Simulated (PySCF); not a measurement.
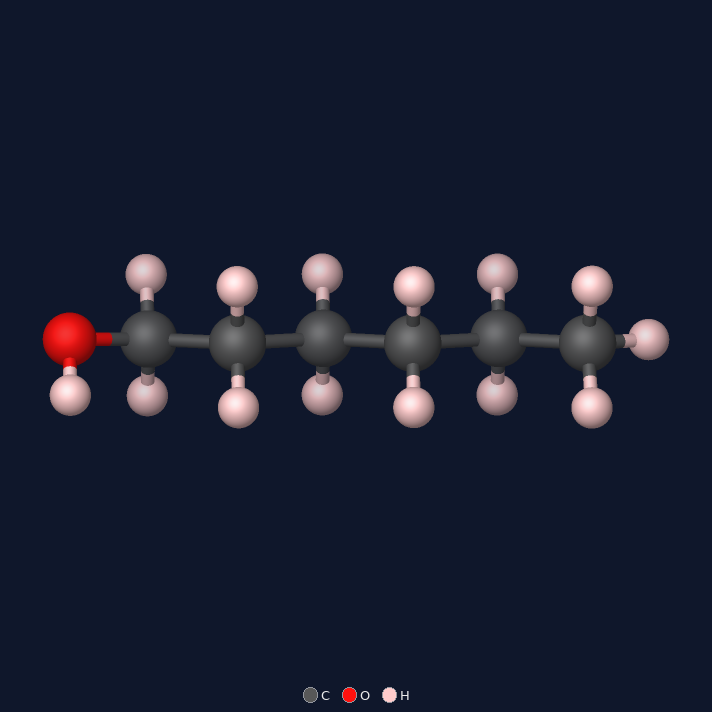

The picture shows a molecular structure as a ball-and-stick model. Every bond is drawn as one stick, whatever its order.

Give the formula.

C₆H₁₄O, 21 atoms: 6 carbon, 14 hydrogen and 1 oxygen.

Name some functional groups or characteristic bonds that it holds.

Among them: alcohol.

What is its SMILES?

CCCCCCO

More results for the same structure follow; atom numbers are the same in all pictures, views and colours differ. Computed geometry: PBE0-D3(BJ)/def2-SVP optimisation. No frequency run is at hand to confirm it as a minimum.

### Shape

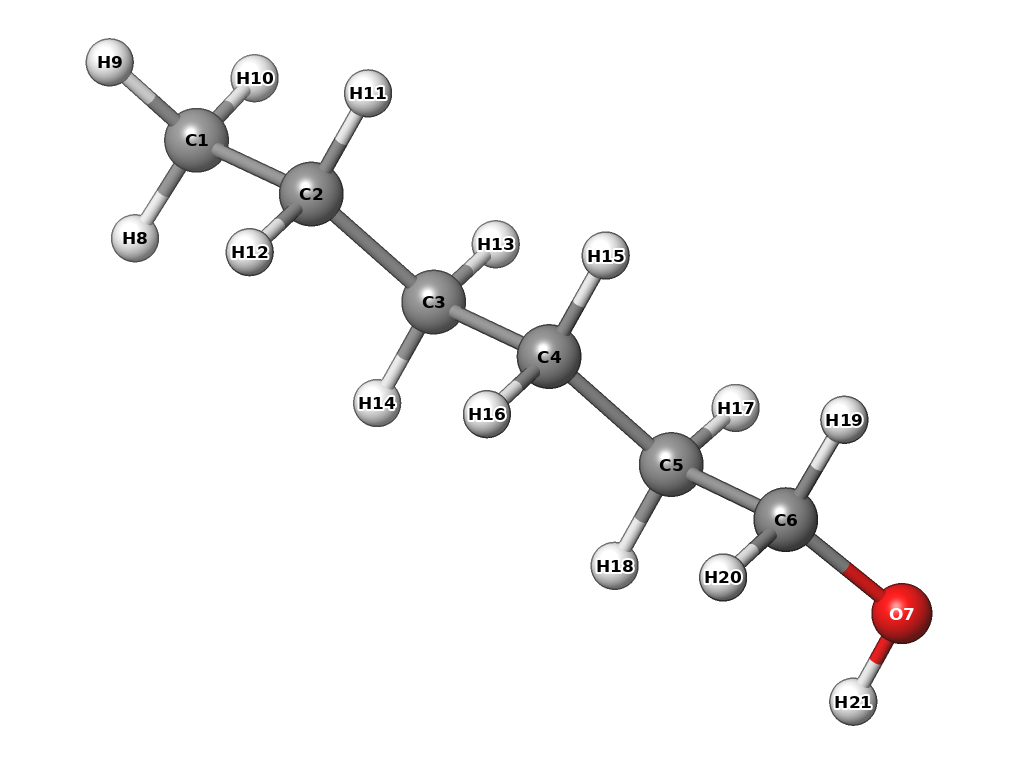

The atoms are numbered. No frequency run is at hand to confirm it as a minimum.

Give these bond angles: C2–C1–H10, C2–C3–C4, C3–C4–C5, C3–C4–H15, C3–C4–H16, C4–C3–H13, C4–C5–H17, C4–C5–H18, C5–C4–H15, C5–C6–O7, C5–C6–H20, O7–C6–H20.

```tsv
angle	degrees
C2–C1–H10	111.2
C2–C3–C4	113.8
C3–C4–C5	113.7
C3–C4–H15	109.2
C3–C4–H16	109.2
C4–C3–H13	109.3
C4–C5–H17	110.3
C4–C5–H18	109.3
C5–C4–H15	109.3
C5–C6–O7	113.3
C5–C6–H20	109.5
O7–C6–H20	111.8
```

### Electronic properties

No frequency run is at hand to confirm it as a minimum. Level of theory: PBE0/6-31G, gas phase (PySCF 2.14.0).

Estimate the HOMO–LUMO gap.

9.78 eV.

What is the HOMO energy (Kohn–Sham orbital)?

−7.40 eV.

What is the dipole moment?

2.10 D.

### Charges

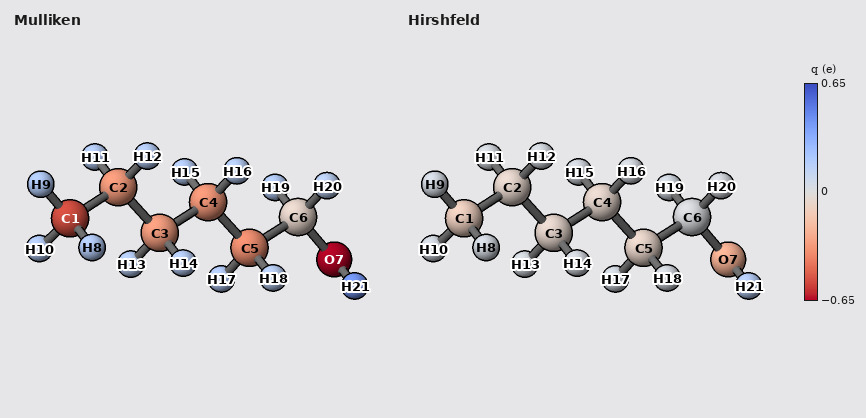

Atomic charges of one calculation by 2 schemes, on one colour scale. No frequency run is at hand to confirm it as a minimum. Level of theory: PBE0/6-31G* (PySCF 2.14.0).

Which scheme gives the most polar picture (largest mean size of the charges)?

The Mulliken charges are the largest in size here.

On which atom do the schemes disagree most?

On C1 (from −0.52 to −0.10 e).

List the charges (e), one line for each set of equivalent atoms.

```
atom  Mulliken  Hirshfeld
  C1     −0.52      −0.10
  C2     −0.32      −0.05
  C3     −0.31      −0.05
  C4     −0.33      −0.05
  C5     −0.35      −0.06
  C6     −0.06       0.01
  O7     −0.65      −0.24
  H8      0.17       0.03
  H9      0.17       0.03
 H10      0.17       0.03
 H11      0.16       0.03
 H12      0.16       0.03
 H13      0.16       0.03
 H14      0.16       0.03
 H15      0.16       0.03
 H16      0.16       0.03
 H17      0.18       0.03
 H18      0.15       0.03
 H19      0.17       0.04
 H20      0.14       0.02
 H21      0.41       0.16
```

### NMR shielding

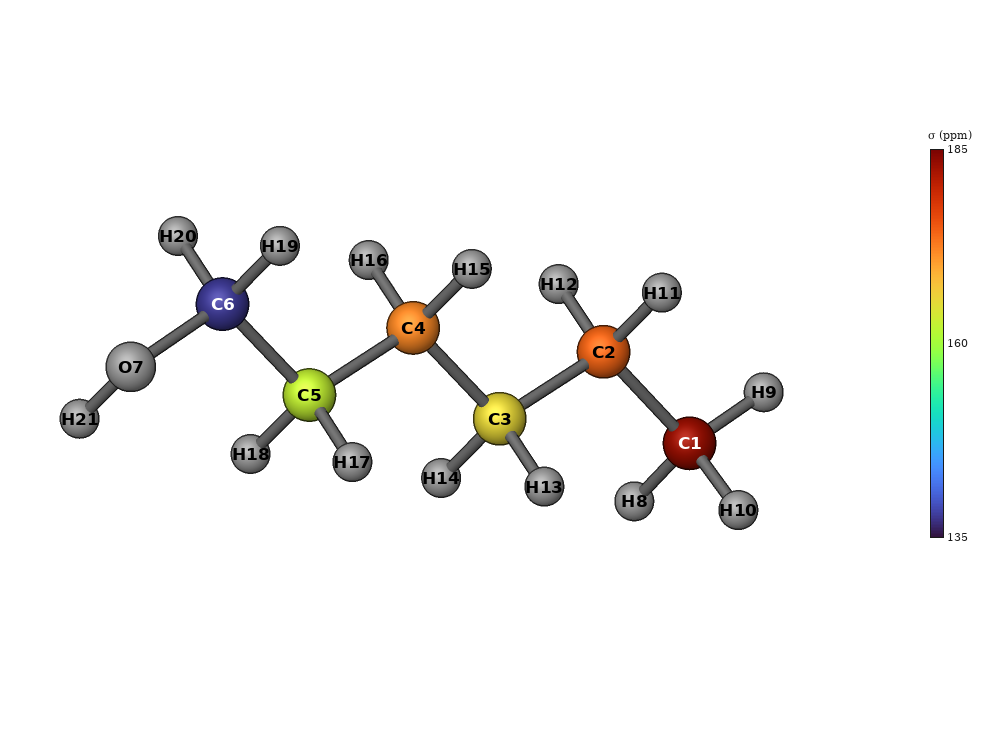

Atoms are coloured by their isotropic NMR shieldings (C only, the others grey). No frequency run is at hand to confirm it as a minimum. Level of theory: GIAO PBE0/6-31G NMR shielding, non-relativistic, gas phase (PySCF 2.14.0).

Which C atom is the most shielded (lowest chemical shift)?

C1 (182.9 ppm).

Which C atom is the least shielded (highest chemical shift)?

C6 (137.8 ppm).

How wide is the range of C shifts?

45.1 ppm.

Give the isotropic NMR shieldings of the C atoms atom by atom.

| atom | σ (ppm) |
| --- | --- |
| C1 | 182.9 |
| C2 | 174.2 |
| C3 | 165.5 |
| C4 | 171.8 |
| C5 | 162.5 |
| C6 | 137.8 |

### Quadrupole coupling

No frequency run is at hand to confirm it as a minimum. Electric field gradients from the ground-state density, PBE0/6-31G* (PySCF 2.14.0), non-relativistic apart from any core potentials.

Give the largest field-gradient component, the quadrupole coupling constant and the asymmetry for 17O at O7 (Q = −25.6 mb), 2H at H8 (Q = 2.86 mb), 2H at H9 (Q = 2.86 mb), 2H at H10 (Q = 2.86 mb), 2H at H11 (Q = 2.86 mb).

```
atom  V_zz (a.u.)  e²qQ/h (MHz)     η
  O7       −1.841         11.08  0.85
  H8        0.283         0.190  0.02
  H9        0.285         0.192  0.02
 H10        0.283         0.190  0.02
 H11        0.275         0.185  0.02
```

Mulliken values depend strongly on the basis set and can even reverse the polarity of a bond.
